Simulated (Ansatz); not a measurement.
C₄H₁₀AlF (SMILES C[CH2][Al]([F])[CH2]C)

```xyz
16

C     2.3977    0.4394    0.5009
C     0.9368    0.6231    0.0923
C    -1.3110    0.4427   -2.5534
C    -2.4459    0.7296   -1.5696
Al    0.4873    0.3477   -1.7904
F     1.7413    0.0090   -2.8490
H     2.5569    0.6239    1.5763
H     3.0645    1.1225   -0.0484
H     2.7551   -0.5810    0.2908
H     0.2792   -0.0431    0.6836
H     0.5852    1.6397    0.3565
H    -1.2898    1.2058   -3.3543
H    -1.4938   -0.5064   -3.0916
H    -3.4293    0.7734   -2.0663
H    -2.3082    1.6918   -1.0496
H    -2.5184   -0.0429   -0.7867
```

Geometry: PBE0-D4/def2-SVP.

Method: isolated molecule in a Gaussian basis; Kohn-Sham density functional theory, functional PBE0 (Ansatz).

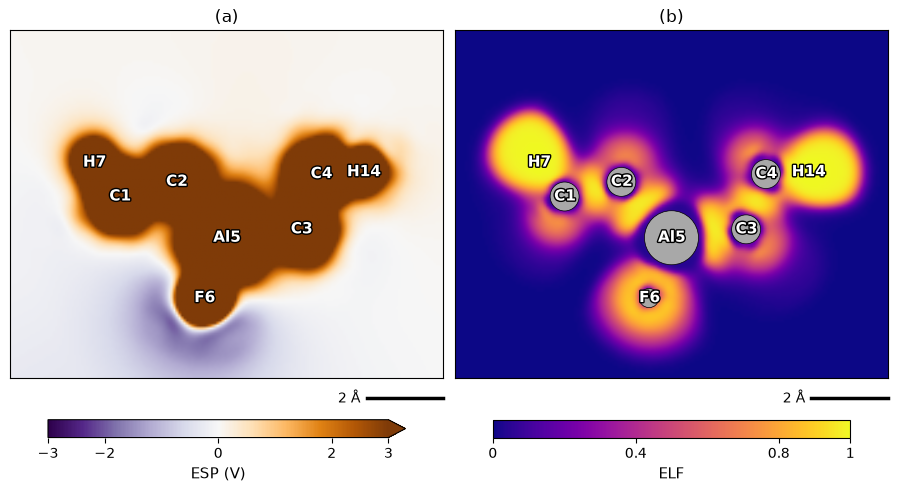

Figure 1. (a) electrostatic potential; (b) electron localisation function on the plane of atoms C2, Al5 and F6. Grey discs cover the atomic cores in the ELF map.

Q: What does the map show?

A: Atoms in the plane: C, Al, F and H.
C–C (1.53 Å): the ELF peaks at about 0.95 between the atoms: localised, covalent bonding.
Al–F (1.68 Å): the ELF peaks at about 0.85 in the valence shell of F, 0.5 Å from its nucleus, and is about 0.25 at the midpoint.
C–Al (1.96 Å): the ELF peaks at about 0.95 between the atoms, as expected for a polar covalent bond.
C–H (1.10 Å): the ELF climbs to about 1 towards the hydrogen, as it does in any bond to H (an ordinary covalent bond to hydrogen).
The ELF also peaks beside F6, away from the bonds: lone-pair regions.
Outside the dense part of the molecule the potential is most negative (−2.0 V) near F6.

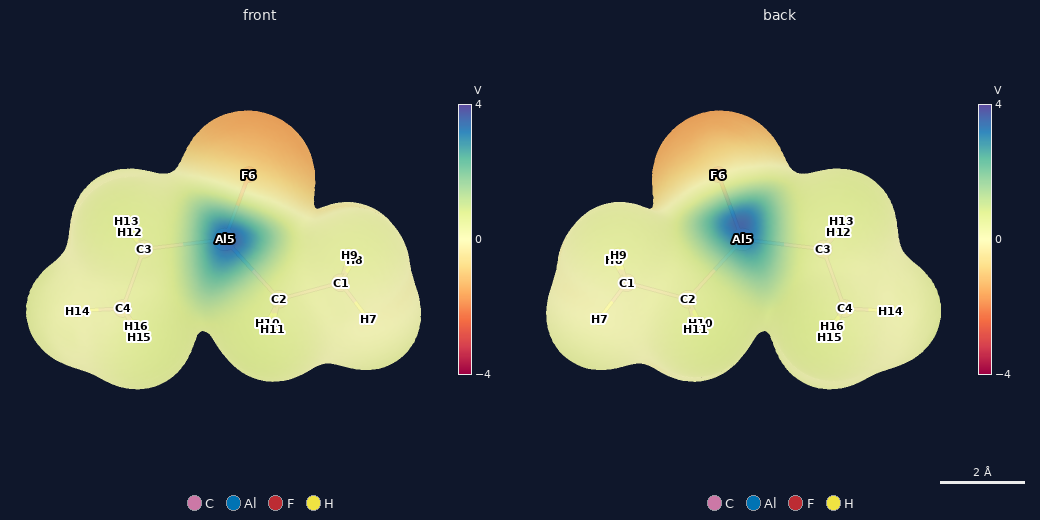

Figure 2. The electrostatic potential painted on the density surface at 0.002 e/bohr³, seen from the front and from behind; red is negative and blue positive.

Q: Where is the surface potential most negative and most positive?

A: The most negative region (about −1.6 V) lies over F6, the most positive (about +3.4 V) over Al5.

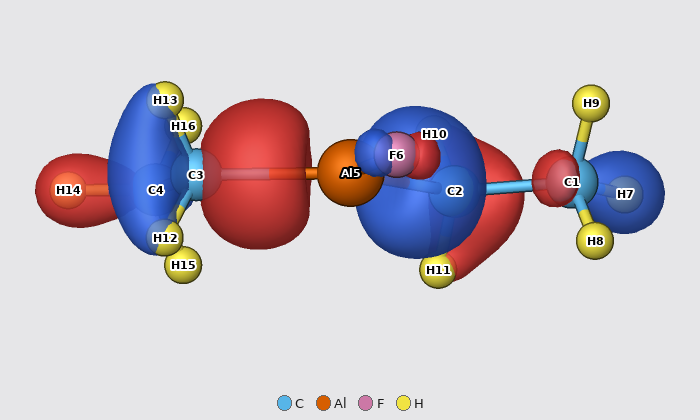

Figure 3. The HOMO at ±0.15 Å⁻³ᐟ² (blue and red are the two phases), seen from one side.

Q: What is the character of this orbital?

A: Its weight (Hirshfeld) is mainly on C3 (about 25 %), C2 (about 25 %) and Al5 (about 15 %). Its energy is −7.33 eV.
